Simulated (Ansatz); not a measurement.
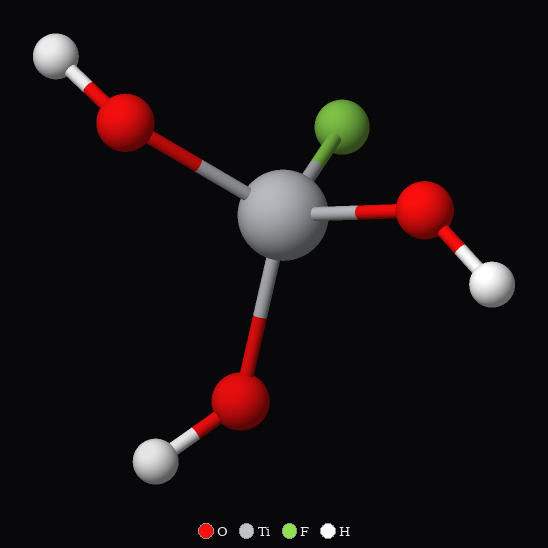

The picture shows a molecular structure as a ball-and-stick model. Every bond is drawn as one stick, whatever its order.

Charge 0, singlet.

Describe the molecule.

The molecule is FH3O3Ti. As SMILES it reads `[OH][Ti]([OH])([OH])[F]`. Coordination: 3 O bent; 1 Ti tetrahedral.

More results for the same structure follow; atom numbers are the same in all pictures, views and colours differ. The geometry was computed by an optimisation with PBE0-D4/def2-TZVP.

### Thermal motion

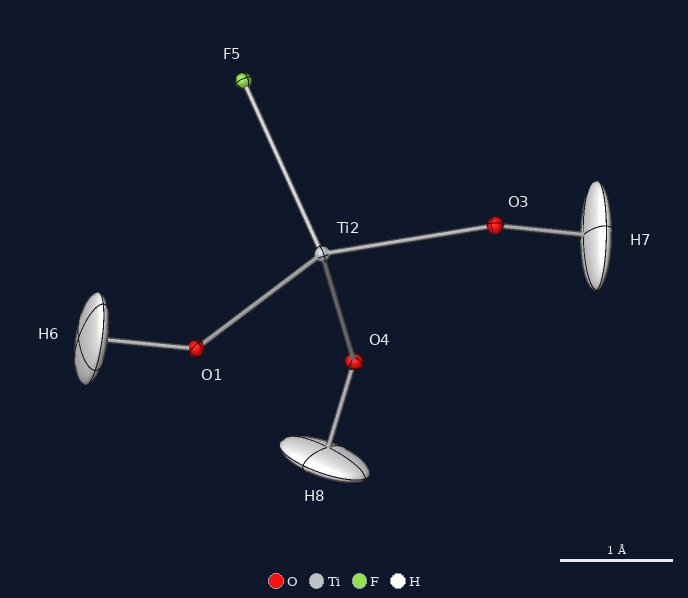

Displacement ellipsoids at the 50 % level, from the internal vibrations of the free molecule (harmonic, no overall translation or rotation; no half-axis is drawn under 0.075 Å). Vibrations computed with RKS PBE0-D4/def2-TZVP (Ansatz 0.2.0). Temperature: 100 K.

> Which atom has the largest mean-square displacement?

H6, with U_eq = 0.0572 Å².

> Does H6 move more along its bond or across it?

Across it: the root-mean-square amplitude is 0.078 Å along the bond and up to 0.338 Å across, since bending and torsion are softer than stretching.

Give the displacement parameters, one line for each set of equivalent atoms.

| atom | U_eq (Å²) | rms amplitudes (Å) |
| --- | --- | --- |
| O1 | 0.0025 | 0.040, 0.053, 0.056 |
| Ti2 | 0.00058 | 0.023, 0.024, 0.025 |
| O3 | 0.0023 | 0.041, 0.048, 0.055 |
| O4 | 0.0024 | 0.040, 0.050, 0.056 |
| F5 | 0.0022 | 0.038, 0.047, 0.053 |
| H6 | 0.0572 | 0.077, 0.226, 0.338 |
| H7 | 0.0520 | 0.077, 0.208, 0.327 |
| H8 | 0.0466 | 0.077, 0.222, 0.291 |

### Charges

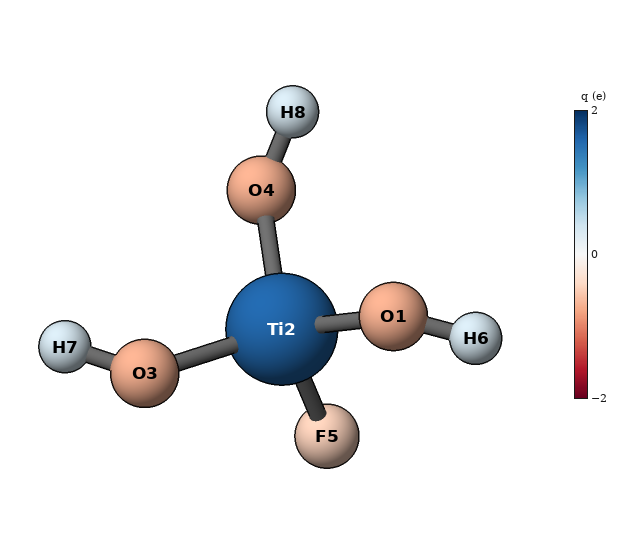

Atoms are coloured by their Mulliken charges. Method: RKS PBE0-D4/def2-TZVP (Ansatz 0.2.0).

> Which atom carries the highest charge (most positive or least negative)?

Ti2 (1.56 e).

> And the lowest?

O1, O3 (−0.71 e).

Give the Mulliken charges atom by atom.

```json
{"atom": "O1", "value (e)": "−0.71"}
{"atom": "Ti2", "value (e)": "1.56"}
{"atom": "O3", "value (e)": "−0.71"}
{"atom": "O4", "value (e)": "−0.70"}
{"atom": "F5", "value (e)": "−0.47"}
{"atom": "H6", "value (e)": "0.34"}
{"atom": "H7", "value (e)": "0.34"}
{"atom": "H8", "value (e)": "0.34"}
```

### Electronic properties

Level of theory: RKS B3LYP-D4/def2-TZVPP (Ansatz 0.2.0).

> Estimate the dispersion correction.

−23.2 kJ/mol.

> Give the LUMO energy (Kohn–Sham orbital) at this level.

−1.90 eV.

> What is the dipole moment?

2.29 D.

> What is the HOMO energy (Kohn–Sham orbital)?

−9.04 eV.

Mulliken values depend strongly on the basis set and can even reverse the polarity of a bond.
